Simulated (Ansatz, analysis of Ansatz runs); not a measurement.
**MgS(110): segregation of Se_S**

How does the energy of Se_S change with depth under the (110) face of MgS? Model: a cell of 96 host atoms with 1 S taken out and 1 Se put in, a symmetric slab with vacuum.

Calculated with Ansatz 0.2.0; plane-wave PAW DFT, PBEsol; a slab with vacuum, neutral defects.

## 1. Starting point

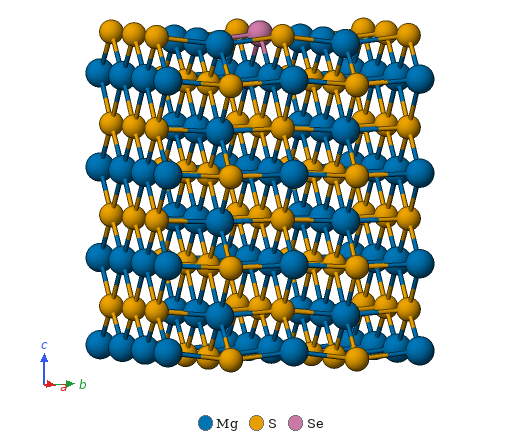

The cell as given, from the side, with the c axis up (magnesium blue, sulfur orange, selenium pink). Some periodic images of atoms are drawn too.

The cell holds 96 atoms: 48 Mg, 47 S and 1 Se. Cell: a = 11.050 Å, b = 10.418 Å, c = 26.000 Å, α = 90.0°, β = 90.0°, γ = 90.0°. It derives from MgS (space group Fm-3m), repeated 3×2×1. Vacuum lies along c. Nearest the centre at fractional (0.334, 0.250, 0.748): Se47 at 0.00 Å, Mg40 at 2.51 Å, Mg8 at 2.51 Å, Mg38 at 2.62 Å, Mg54 at 2.63 Å, S15 at 3.68 Å, S79 at 3.68 Å, S48 at 3.69 Å.

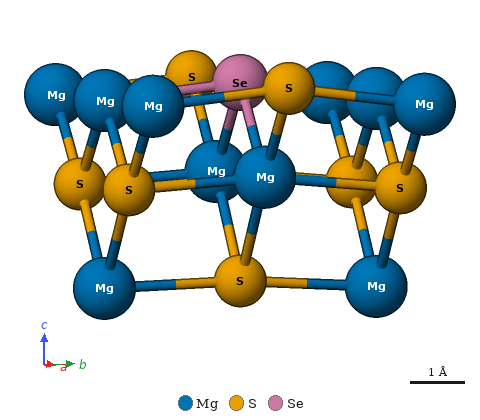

The atoms within 5 Å of the centre.

The cell's shortest repeat is 10.4 Å.

## 2. The clean slab

The slab is cut stoichiometric, symmetric and without a dipole, at the in-plane lattice of the database's bulk structure, and all its atoms relax. Miller indices refer to pymatgen's conventional standard cell, whose axes can be ordered otherwise than in the space-group symbol.

The input, slab/input.yaml:

```yaml
crystal:
  lattice:
    - [0.0, 3.683174, 0.0]
    - [-5.208795, 0.0, 0.0]
    - [0.0, 0.0, 26.0]
  atoms:
    - { symbol: Mg, position: [0.0, 0.0, 0.3229243] }
    - { symbol: Mg, position: [0.0, 0.0, 0.4645849] }
    - { symbol: Mg, position: [0.5, 0.5, 0.252094] }
    - { symbol: Mg, position: [0.5, 0.5, 0.3937546] }
    - { symbol: Mg, position: [0.0, 0.0, 0.6062454] }
    - { symbol: Mg, position: [0.0, 0.0, 0.747906] }
    - { symbol: Mg, position: [0.5, 0.5, 0.5354151] }
    - { symbol: Mg, position: [0.5, 0.5, 0.6770757] }
    - { symbol: S, position: [0.5, 0.0, 0.252094] }
    - { symbol: S, position: [0.5, 0.0, 0.3937546] }
    - { symbol: S, position: [0.0, 0.5, 0.4645849] }
    - { symbol: S, position: [0.0, 0.5, 0.3229243] }
    - { symbol: S, position: [0.5, 0.0, 0.5354151] }
    - { symbol: S, position: [0.5, 0.0, 0.6770757] }
    - { symbol: S, position: [0.0, 0.5, 0.747906] }
    - { symbol: S, position: [0.0, 0.5, 0.6062454] }
basis:
  ecutwfc: 420
  xc_grid: 2
hamiltonian:
  xc: pbesol
  pseudopotentials: { kind: paw, azcp: { folder: soft_1 }, xc_functional: pbe }
kpoints:
  mp_grid: { grid: [6, 4, 1] }
scf:
  occupations: { method: fermi_dirac, width: 0.01 }
  max_iter: 80
relax:
  f_tol: 0.01
  max_steps: 100
  random_displacement: { amplitude: 0.03, seed: 5470 }
output:
  forces: true
  eigenvalues: true
```

Started as:

```bash
$ ansatz run input.yaml --threads 32 --pin off --max-ram 84787MiB --backend cuda --events-out ev --progress --plain --runs-dir out --max-vram 78GiB
```

Numbers of over 12 decimals in the logs are rounded to 6 here.

Output:

```text
[...]
Engine: ansatz 0.2.0, aarch64-unknown-linux-gnu
[...]
Pseudopotential: Mg, paw, valence charge 10, recommended cutoff 420 eV (normal), soft_1/Mg.paw.azcp
Pseudopotential: S, paw, valence charge 6, recommended cutoff 420 eV (normal), soft_1/S.paw.azcp
Functional definition: PBEsol
[...]
Crystal: 16 atoms, lattice volume = 498.807 Å³
Basis set: ecut = 420 eV, 9727 PW (Γ), exchange–correlation on 50×72×360 points (8 copies of the dense FFT grid, shifted against one another)
Bands: 80, of which v1, the nominal top of the filled ones, is band 64 counted from 1 (63 counted from 0)
[...]
k-points: 14 of 24 (time reversal used)
[...]
Functional: x = pbesol(κ = 0.804, μ = 0.123457), c = pbesol(β = 0.046)
[...]
preconditioner: auto → Resta (q_TF=auto, 2.175 Å⁻¹)  ε∞=2.9  [insulator: Δε(μ)=1.540 eV  Ē_g=9.561 eV  σ=0.010 eV  W_gap=1.00  n_scr=88 (ndim 8)  ℏωp=13.3 eV  f_vac=0.395  D(μ)=0.00/eV (n_scr^D=0)  ε∞ [...]
SCF iter   2: F=—  HF=-22396.789987 eV  |F-HF|=—  |Δ(HF+E_count)|=   7.31e-3  Δρ=1.49e-3  dr2=1.66e-2  ethr=6.48e-5  ⟨swp⟩=3.6  Hψ=1427  notcnv=0  defer=135
[...]
SCF iter   6: F=-22396.799485 eV  HF=-22396.799486 eV  |F-HF|=1.36e-6  |Δ(HF+E_count)|=   2.66e-5  Δρ=1.85e-5  dr2=4.36e-6  ethr=3.09e-8  ⟨swp⟩=19.3  Hψ=5830  notcnv=0
SCF 2 converged in 6 iterations: F = -22396.799485 eV  dr2 = 4.36e-6
[...]
SCF 6 converged in 3 iterations: F = -22396.896160 eV  dr2 = 5.61e-9
relax step   6: F+E_penalty+E_count = -22396.89615988 eV  Δ(F+E_penalty+E_count) = -1.112e-8 eV  max|allowed force component| = 4.490e-3 eV/Å  Δτ_max = 0.0000 Å  (3 SCF iters, accepted)
SCF converged after 3 iterations
[...]
--- Relaxed structure (6 steps of the walk, 6 accepted, 0 SCFs on fresh bases) ---
[...]
```

Wall time 4.9 s (1 × NVIDIA GB200 with 32 threads of Arm Neoverse V2, shared host); peak memory 1.1 GiB; 29 s of CPU time.

Relaxation path:

```
step  energy less that of the first step (eV)  largest force component (eV/Å)
   1                                   0.0000                          1.1939
   2                                  -0.3589                          0.4067
   3                                  -0.4173                          0.4363
   4                                  -0.4550                          0.0481
   5                                  -0.4556                          0.0045
   6                                  -0.4556                          0.0045
```

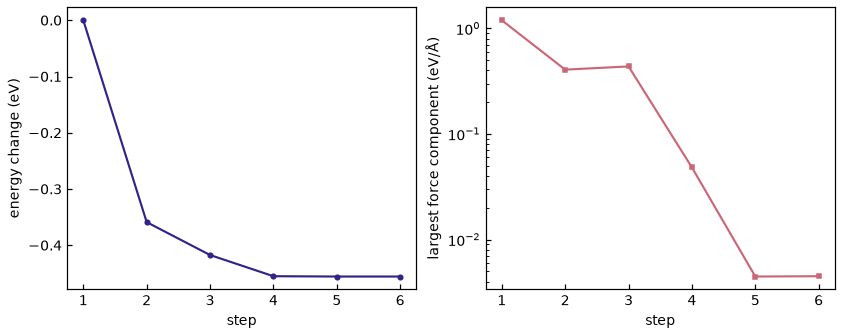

Energy and largest force along the relaxation.

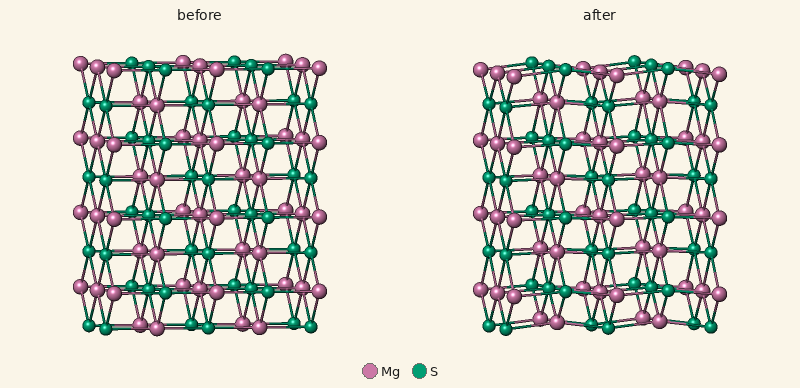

The structure before and after the relaxation, drawn at the same scale.

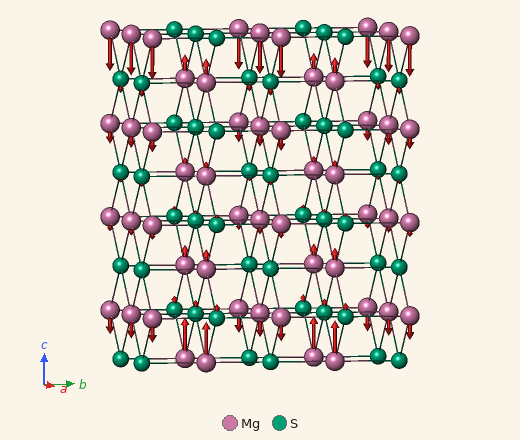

Displacements in the relaxation from the typed sites, exaggerated, the mean shift taken out; the longest in the cell stands for 0.30 Å. 2×2×1 cells are drawn. Some periodic images of atoms are drawn too.

The atoms that moved most (Å, from the sites as typed, ahead of the random displacement, the mean shift of all atoms taken out):

```
atom     dx      dy      dz  length
 Mg3  0.000   0.000   0.301   0.301
 Mg6  0.001   0.000  -0.301   0.301
 Mg1  0.000   0.000  -0.147   0.147
 Mg8  0.000  -0.001   0.147   0.147
 Mg5  0.000   0.000  -0.112   0.112
 Mg4  0.000   0.000   0.112   0.112
 S12  0.000   0.000   0.065   0.065
 S14  0.000   0.000  -0.065   0.065
```

The relaxed structure:

```
Mg S
1.0
     0.00000    3.68317    0.00000
    -5.20880    0.00000    0.00000
     0.00000    0.00000   26.00000
Mg S
8 8
Direct
  0.00117 0.00049 0.31733
  0.00129 0.00043 0.46238
  0.50130 0.50045 0.26374
  0.50133 0.50043 0.39811
  0.00126 0.00036 0.60200
  0.00120 0.00026 0.73637
  0.50136 0.50039 0.53773
  0.50112 0.50037 0.68277
  0.50118 0.00049 0.25169
  0.50132 0.00049 0.39359
  0.00133 0.50047 0.46586
  0.00130 0.50050 0.32549
  0.50130 0.00046 0.53426
  0.50121 0.00044 0.67463
  0.00114 0.50040 0.74842
  0.00134 0.50044 0.60652
```

With the common shift taken out, atoms move by up to 0.30 Å from the bulk-cut sites, and by up to 0.30 Å along the normal.

On a dense mesh the slab's energy differs by under 1 meV an atom, so the sampling is kept; the layers are compared at one sampling, where most of this error should cancel, which was not tested.

## 3. Does the supercell reconstruct?

The clean supercell is relaxed from displaced atoms, since a reconstruction that only the larger cell allows would otherwise be counted to the defect.

The input, pristine.relax/input.yaml:

```yaml
crystal:
  lattice:
    - [0.0, 11.049522, 0.0]
    - [-10.41759, 0.0, 0.0]
    - [0.0, 0.0, 26.0]
  atoms:
    - { symbol: Mg, position: [0.00039091, 0.00024252, 0.3173308] }
    - { symbol: Mg, position: [0.00042908, 0.00021421, 0.4623753] }
    - { symbol: Mg, position: [0.16709962, 0.25022274, 0.26374499] }
    - { symbol: Mg, position: [0.1671095, 0.25021561, 0.39811372] }
[... 86 atom lines left out ...]
    - { symbol: S, position: [0.66711048, 0.75023691, 0.46586309] }
    - { symbol: S, position: [0.66709854, 0.75024946, 0.3254939] }
    - { symbol: S, position: [0.83376647, 0.50022876, 0.53426339] }
    - { symbol: S, position: [0.83373815, 0.50021848, 0.67462608] }
    - { symbol: S, position: [0.66704656, 0.75019933, 0.74842441] }
    - { symbol: S, position: [0.6671147, 0.75022083, 0.60652441] }
basis:
  ecutwfc: 420
  xc_grid: 2
hamiltonian:
  xc: pbesol
  pseudopotentials: { kind: paw, azcp: { folder: soft_1 }, xc_functional: pbe }
kpoints:
  mp_grid: { grid: [2, 2, 1] }
scf:
  occupations: { method: fermi_dirac, width: 0.01 }
  max_iter: 80
output:
  forces: true
relax:
  f_tol: 0.015
  max_steps: 80
  random_displacement: { amplitude: 0.05, seed: 5479 }
```

Output:

```text
[...]
Crystal: 96 atoms, lattice volume = 2992.844 Å³
Basis set: ecut = 420 eV, 58573 PW (Γ), exchange–correlation on 150×144×360 points (8 copies of the dense FFT grid, shifted against one another)
Bands: 480, of which v1, the nominal top of the filled ones, is band 384 counted from 1 (383 counted from 0)
[...]
k-points: 4
[...]
SCF 1 converged in 9 iterations: F = -134380.684829 eV  dr2 = 6.92e-7
[...]
relax step   1: F+E_penalty+E_count = -134380.68482888 eV  Δ(F+E_penalty+E_count) = +0.000e0 eV  max|allowed force component| = 5.004e-1 eV/Å  Δτ_max = 0.0000 Å  (9 SCF iters, dr2 threshold 5.63e-6 eV [...]
[...]
SCF 4 converged in 4 iterations: F = -134381.376530 eV  dr2 = 5.43e-9
relax step   4: F+E_penalty+E_count = -134381.37653008 eV  Δ(F+E_penalty+E_count) = -6.907e-7 eV  max|allowed force component| = 1.158e-2 eV/Å  Δτ_max = 0.0000 Å  (4 SCF iters, accepted)
SCF converged after 4 iterations
[...]
```

The job ended after 5.6 s (1 × NVIDIA GB200 with 32 threads; peak memory 1.6 GiB; 20 s of CPU time).

Atoms end at most 0.01 Å from the small cell's positions, so the small cell's structure is at least a local minimum.

## 4. The defect, layer by layer

Each layer's defect is relaxed from random displacements. Layer 1 is shown in full.

The input, layer1_M0.relax/input.yaml:

```yaml
crystal:
  lattice:
    - [0.0, 11.049522, 0.0]
    - [-10.41759, 0.0, 0.0]
    - [0.0, 0.0, 26.0]
  atoms:
    - { symbol: Mg, position: [0.00056886, 0.00018357, 0.31737942] }
    - { symbol: Mg, position: [0.00033735, 0.00047301, 0.46239532] }
[... 2 atom lines left out ...]
    - { symbol: Mg, position: [0.00026346, 0.00029436, 0.60200671] }
    - { symbol: Mg, position: [0.00065908, -0.00030887, 0.73633578] }
    - { symbol: Mg, position: [0.1671, 0.25033932, 0.53778166] }
    - { symbol: Mg, position: [0.16711223, 0.25023706, 0.68275125] }
[... 4 atom lines left out ...]
    - { symbol: S, position: [0.16703579, 0.00024547, 0.53427333] }
    - { symbol: S, position: [0.16717392, 0.00024384, 0.67448985] }
    - { symbol: S, position: [0.00057742, 0.2500164, 0.74842636] }
    - { symbol: S, position: [0.00045105, 0.25024173, 0.6065201] }
[... 4 atom lines left out ...]
    - { symbol: Mg, position: [0.00050726, 0.50036353, 0.60203472] }
    - { symbol: Mg, position: [0.00044973, 0.49975509, 0.73631068] }
    - { symbol: Mg, position: [0.16683844, 0.75031088, 0.53776877] }
    - { symbol: Mg, position: [0.16718026, 0.75013837, 0.68278338] }
[... 4 atom lines left out ...]
    - { symbol: S, position: [0.16695455, 0.50035618, 0.53418097] }
    - { symbol: S, position: [0.16709683, 0.5001618, 0.67452533] }
    - { symbol: S, position: [0.00053705, 0.75006926, 0.74836297] }
    - { symbol: S, position: [0.00032433, 0.75031406, 0.60659409] }
[... 4 atom lines left out ...]
    - { symbol: Mg, position: [0.33383755, 0.00018956, 0.60195616] }
    - { symbol: Mg, position: [0.33379153, 0.00060477, 0.73625761] }
    - { symbol: Mg, position: [0.50046349, 0.25017327, 0.53779039] }
    - { symbol: Mg, position: [0.50045716, 0.2502253, 0.68274325] }
[... 2 atom lines left out ...]
    - { symbol: S, position: [0.3337369, 0.25028438, 0.46589132] }
[... 1 atom line left out ...]
    - { symbol: S, position: [0.50044787, 0.00020758, 0.53425821] }
    - { symbol: S, position: [0.50040096, 0.00020603, 0.67450547] }
    - { symbol: Se, position: [0.33384786, 0.25034741, 0.74832628] }
    - { symbol: S, position: [0.33373435, 0.25031349, 0.60652762] }
[... 4 atom lines left out ...]
    - { symbol: Mg, position: [0.33367853, 0.50028518, 0.60186318] }
    - { symbol: Mg, position: [0.33386876, 0.50064689, 0.73627074] }
    - { symbol: Mg, position: [0.50030807, 0.75014567, 0.53777504] }
    - { symbol: Mg, position: [0.50049918, 0.75014542, 0.68277584] }
[... 4 atom lines left out ...]
    - { symbol: S, position: [0.50039499, 0.50022189, 0.53418296] }
    - { symbol: S, position: [0.50045375, 0.50020496, 0.67444803] }
    - { symbol: S, position: [0.33386012, 0.75024358, 0.74837815] }
    - { symbol: S, position: [0.33369106, 0.75016515, 0.60652769] }
[... 4 atom lines left out ...]
    - { symbol: Mg, position: [0.66722254, 5.072e-05, 0.60198958] }
    - { symbol: Mg, position: [0.66703779, -0.00025142, 0.73631035] }
[... 1 atom line left out ...]
    - { symbol: Mg, position: [0.83388711, 0.2499951, 0.68278779] }
[... 5 atom lines left out ...]
    - { symbol: S, position: [0.83382072, 0.00015913, 0.67458741] }
    - { symbol: S, position: [0.66712117, 0.25005441, 0.74836118] }
    - { symbol: S, position: [0.66724453, 0.25007716, 0.60652486] }
[... 4 atom lines left out ...]
    - { symbol: Mg, position: [0.6670549, 0.50000238, 0.60193581] }
    - { symbol: Mg, position: [0.66703266, 0.49952001, 0.73627769] }
[... 1 atom line left out ...]
    - { symbol: Mg, position: [0.83365603, 0.75003212, 0.68284442] }
[... 5 atom lines left out ...]
    - { symbol: S, position: [0.83372623, 0.50009643, 0.67455181] }
    - { symbol: S, position: [0.66698721, 0.75004979, 0.74842862] }
    - { symbol: S, position: [0.66699345, 0.75013253, 0.60653869] }
basis:
  ecutwfc: 420
  xc_grid: 2
hamiltonian:
  xc: pbesol
  pseudopotentials: { kind: paw, azcp: { folder: soft_1 }, xc_functional: pbe }
kpoints:
  mp_grid: { grid: [2, 2, 1] }
scf:
  occupations: { method: fermi_dirac, width: 0.01 }
  max_iter: 100
output:
  forces: true
relax:
  f_tol: 0.03
  max_steps: 90
  random_displacement: { amplitude: 0.05, seed: 5471 }
```

Output:

```text
[...]
Crystal: 96 atoms, lattice volume = 2992.844 Å³
Basis set: ecut = 420 eV, 58573 PW (Γ), exchange–correlation on 150×144×360 points (8 copies of the dense FFT grid, shifted against one another)
Bands: 485, of which v1, the nominal top of the filled ones, is band 389 counted from 1 (388 counted from 0)
[...]
k-points: 4
[...]
SCF 1 converged in 8 iterations: F = -138919.746283 eV  dr2 = 8.45e-6
[...]
relax step   1: F+E_penalty+E_count = -138919.74628327 eV  Δ(F+E_penalty+E_count) = +0.000e0 eV  max|allowed force component| = 1.278e0 eV/Å  Δτ_max = 0.0000 Å  (8 SCF iters, dr2 threshold 2.25e-5 eV, [...]
[...]
SCF 4 converged in 7 iterations: F = -138920.529887 eV  dr2 = 3.20e-8
relax step   4: F+E_penalty+E_count = -138920.52988667 eV  Δ(F+E_penalty+E_count) = -9.579e-3 eV  max|allowed force component| = 1.230e-2 eV/Å  Δτ_max = 0.0244 Å  (7 SCF iters, accepted)
SCF converged after 7 iterations
[...]
```

Wall time 6.4 s (1 × NVIDIA GB200 with 32 threads); peak memory 1.6 GiB; 23 s of CPU time.

Step by step:

```
step  energy less that of the first step (eV)  largest force component (eV/Å)
   1                                   0.0000                          1.2779
   2                                  -0.6308                          0.2594
   3                                  -0.7740                          0.1023
   4                                  -0.7836                          0.0123
```

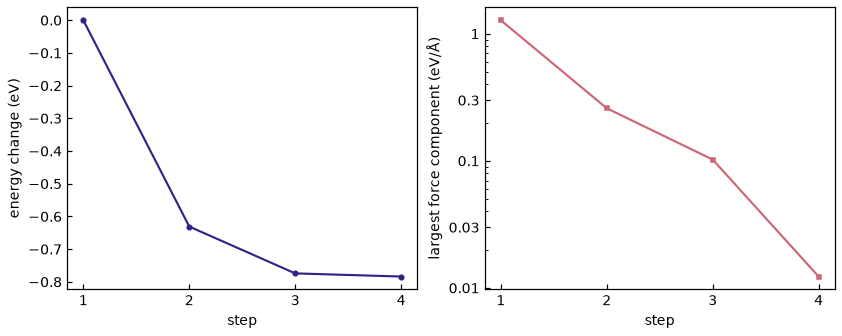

Energy and largest force along the relaxation.

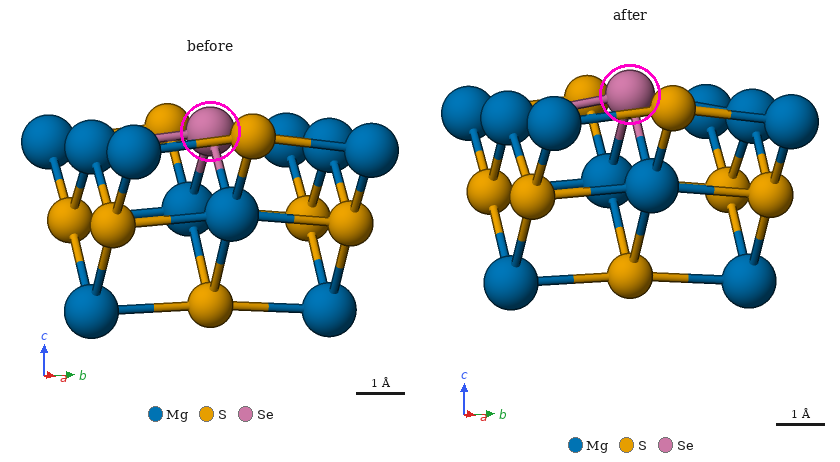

Before and after: the atoms that start within 5 Å of the centre. Se47, which moves most, is ringed if it is among them.

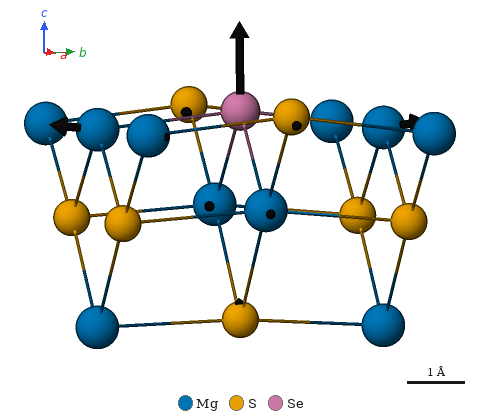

Displacements in the relaxation from the typed sites near the centre, exaggerated, the mean shift taken out; the longest in the cell stands for 0.17 Å.

The atoms that moved most (Å, from the sites as typed, ahead of the random displacement, the mean shift of all atoms taken out):

```
atom      dx      dy      dz  length
Se47   0.002  -0.002   0.174   0.174
Mg38   0.076  -0.001   0.008   0.077
Mg54  -0.067  -0.002   0.009   0.068
 S15  -0.002  -0.020  -0.010   0.023
Mg24  -0.001  -0.014  -0.015   0.021
 Mg8   0.000  -0.019  -0.002   0.019
Mg56   0.000   0.011  -0.015   0.019
 S79  -0.001   0.016  -0.009   0.018
```

Neighbours of Se47 at the end:

```
atom  distance (Å)
 Mg8         2.645
Mg40         2.645
Mg54         2.719
Mg38         2.719
 S79         3.705
 S15         3.705
 S30         3.816
 S14         3.816
 S62         3.816
 S46         3.816
 S48         3.846
```

[end of part 1 of 2]

[Logs are printed without paths, hosts, clocks, repeated set-up lines and the standing remarks that a program may print on its own settings, such as how far it seeks lower states.]

[Hosts, paths, dates, database ids (printed as entryN), source tags and the programs' standing remarks are cut or masked in the printed files.]

[Maps of the electrostatic potential energy from Ansatz leave out the sawtooth potential of an applied field or a dipole correction, so their vacuum need not be flat.]
